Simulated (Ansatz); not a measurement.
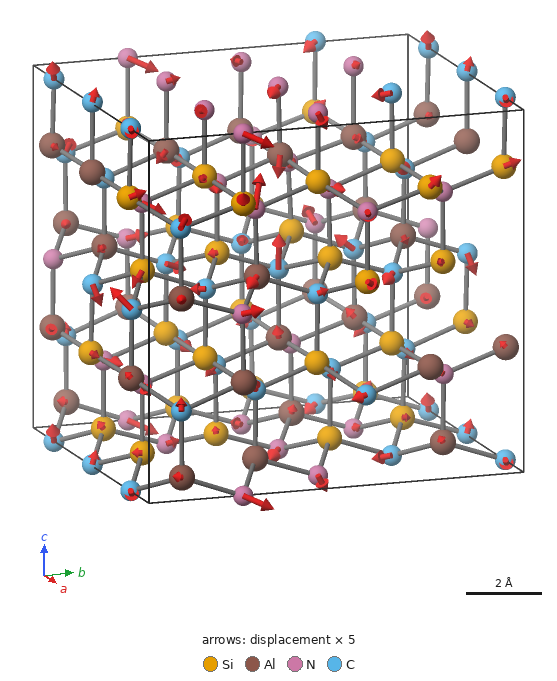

This is a relaxation of crystalline Si27Al21N21C27 (a generated structure, set up in P1). The starting structure is drawn; red arrows show the displacements (the part carried along by the change of the cell is left out), 5 times their true length.

The picture is a ball-and-stick view of the cell of the calculation (origin shifted), seen slightly off an axis.

These are results of DFT, PBEsol, PAW, plane waves (Ansatz 0.2.0), not measurements. Set-up: plane-wave cutoff 420 eV; k-point mesh 1 × 1 × 1; mesh shifted by (0.25, 0.25, 0.25); no spin polarisation; cell relaxed at fixed alpha, beta, gamma; force threshold 0.03 eV/Å; at most 80 steps.

Question: What happened in the run?

Answer: A C atom moves most relative to the cell: 0.22 Å along [1 0 3]. Largest moves by element: C 0.22 Å, N 0.21 Å, Al 0.13 Å, Si 0.11 Å. Cell: a 9.278 → 9.335 Å (+0.6 %), b 10.713 → 10.728 Å (+0.1 %), c 10.039 → 10.057 Å (+0.2 %). Volume +0.9 %. Some distances before and after: Al–N 1.891 → 2.124 Å, Al–N 1.866 → 2.089 Å, Al–N 1.875 → 2.060 Å, Al–N 1.856 → 2.040 Å. Among the angles between lasting bonds that change: N–Al–C 111.0° → 100.1°, N–Si–N 113.5° → 102.7°, Si–C–Al 106.0° → 116.4°. The space group stays P1 (No. 1). The energy falls by 112 meV per atom in 7 geometry steps. The largest force component goes from 4.2 to 0.0074 eV/Å. The pressure goes from 2.44 to 0.00 GPa.
